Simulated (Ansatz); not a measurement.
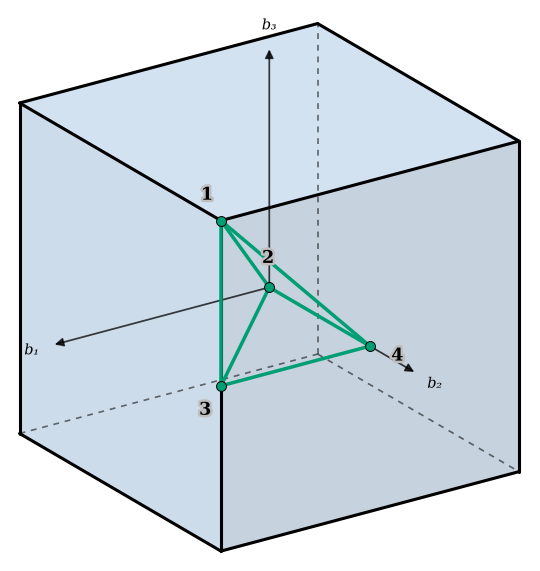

Crystal: AlNi, the input geometry of an electronic-structure calculation (not necessarily at equilibrium). The first Brillouin zone of a simple cubic lattice (cP; extended symbol cP2) is drawn with its special points numbered. Geometry calculated from the standardised cell; symmetry tolerance 0.002 Å.

a = 2.881 Å, b = 2.881 Å, c = 2.881 Å, α = 90.00°, β = 90.00°, γ = 90.00°.

Labels and path follow the convention of Hinuma et al. (2017), as computed by seekpath; the arrows show the directions of the reciprocal primitive vectors b₁, b₂, b₃, in which coordinates are given.

Give the label and coordinates of each numbered point.

```
no.  label      coordinates
  1      R  (1/2, 1/2, 1/2)
  2      Γ        (0, 0, 0)
  3      M    (1/2, 1/2, 0)
  4      X      (0, 1/2, 0)
```
